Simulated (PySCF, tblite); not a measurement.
# C₇H₁₄AlFO: geometry, infrared bands and NMR shifts

Wanted: the infrared bands and NMR shifts of C₇H₁₄AlFO (`C=C[C@H](F)[O+]([AlH3-])CC(=C)C`), by calculation.

Programs: tblite 0.8.0 and PySCF 2.14.0, with density-fitted response routines of our own. Each step states its level of theory. These are calculated values for one molecule in the gas phase, unless marked as measured. Atoms are numbered from 0 throughout.

## 1. The starting structure

24 atoms, charge 0, multiplicity 1; geometry from: force field or distance geometry start.

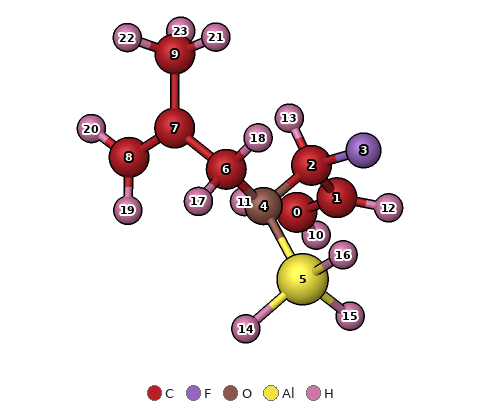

The starting geometry (carbon red, fluorine purple, oxygen brown, aluminium yellow, hydrogen pink), atoms numbered.

## 2. Relaxing the molecule with GFN2-xTB

The job: settings as JSON, then the geometry in Å.

```
{"job": {"kind": "relax", "xc": "GFN2-xTB", "basis": "xTB"}, "charge": 0, "multiplicity": 1}
C      2.840100    -0.650800    -0.138700
C      1.893100    -1.378500    -0.757700
C      0.442500    -1.191000    -0.451000
F     -0.316300    -2.138900    -1.135700
O      0.020000     0.144700    -0.770900
Al    -0.123200     0.417100    -2.646100
C     -1.223700     0.450200    -0.153000
C     -1.014100     0.766700     1.321900
C     -0.228000     1.782700     1.678100
C     -1.699600    -0.063900     2.384600
H      3.878000    -0.807800    -0.365100
H      2.552200     0.110300     0.587700
H      2.197300    -2.137100    -1.456400
H      0.318100    -1.390700     0.631400
H     -0.340200     1.980800    -2.933800
H      1.218900    -0.066800    -3.352100
H     -1.360200    -0.404500    -3.209500
H     -1.693600     1.354300    -0.586800
H     -1.965000    -0.372700    -0.280700
H      0.269300     2.396000     0.933400
H     -0.078700     2.032200     2.728700
H     -2.304400    -0.875000     1.936600
H     -2.357800     0.590300     3.001200
H     -0.936500    -0.527800     3.041200
```

Command:

```console
OMP_NUM_THREADS=1 python probes_run.py task.json out
```

This one command runs all jobs of the session in turn.

**Question.** This job is followed by: GFN2-xTB harmonic vibrations, gas phase; GIAO PBE0/pcSseg-1 NMR shielding, non-relativistic, gas phase. Predict these results of the whole session: strongest single infrared mode (GFN2-xTB); zero-point energy (GFN2-xTB); ¹³C shifts against TMS (PBE0/pcSseg-1); ¹H shifts against TMS (PBE0/pcSseg-1, means over atoms taken as alike); ¹⁹F shifts against CFCl3 (PBE0/pcSseg-1); ¹⁷O shifts against H2O (PBE0/pcSseg-1); ²⁷Al shifts against AlH4- (PBE0/pcSseg-1).

As calculated:

| quantity | value |
| --- | --- |
| strongest single infrared mode (GFN2-xTB) | 808 cm⁻¹, 726 km/mol |
| zero-point energy (GFN2-xTB) | 114.7 kcal/mol |
| ¹³C shifts against TMS (PBE0/pcSseg-1) | 146.1, 138.2, 137.3, 122.9, 110.2, 74.8, 24.4 ppm |
| ¹H shifts against TMS (PBE0/pcSseg-1, means over atoms taken as alike) | 6.70, 6.20, 6.13, 6.11, 6.09, 5.84, 5.63, 4.60, 4.26, 1.91 ppm |
| ¹⁹F shifts against CFCl3 (PBE0/pcSseg-1) | -157.9 ppm |
| ¹⁷O shifts against H2O (PBE0/pcSseg-1) | 86.0 ppm |
| ²⁷Al shifts against AlH4- (PBE0/pcSseg-1) | 78.7 ppm |

What this shows: Over 174 steps the energy fell by 0.918 eV; of the close pairs, C2–O4 changed most, 1.437 to 1.391 Å. All 66 modes are real, so the xTB geometry is a minimum. The strongest single mode, at 808 cm⁻¹, is carried by H16, H15, H14. GFN2-xTB is a fitted tight-binding method: band positions and strengths are rough. Its intensities can rank the bands wrongly. The most deshielded hydrogen is H12 (hydrogen on an alkene CH), at 6.70 ppm: attached to an sp2 carbon and in the plane of the double bond.
